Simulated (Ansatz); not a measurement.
# Profile along the N–Hf line in HfN (rock salt)

HfN (rock salt), conventional cell a = 4.5255 Å, b = 4.5255 Å, c = 4.5255 Å, α = 90.00°, β = 90.00°, γ = 90.00°. The calculation uses the primitive cell of 2 atoms, to which meshes and values per cell refer.

Fields along a shortest N–Hf line of a {110} plane (2.26 Å), from N to Hf, interpolated on the slice's grid (step about 0.2 Å). Method: r2SCAN (plane waves to 500 eV, PAW, scalar-relativistic; Ansatz, a program for electronic structure). k mesh 18×18×18. Inside the PAW spheres the values are not all-electron values, and peaks at nuclei hang on which shells count as valence. HfN is run without spin polarisation. HfN was relaxed with its symmetry unable to fall. Spin-orbit coupling is left out, though Hf is heavy.

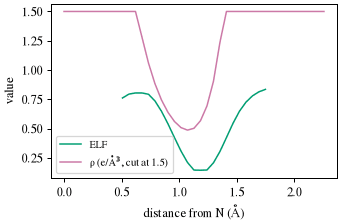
Fig. 1. ELF (away from the nuclei) and valence density from N to Hf.

Density on the N–Hf line (2.26 Å) at its density minimum, 1.1 Å from N: 0.49 e/Å³. ELF at that point: 0.2.
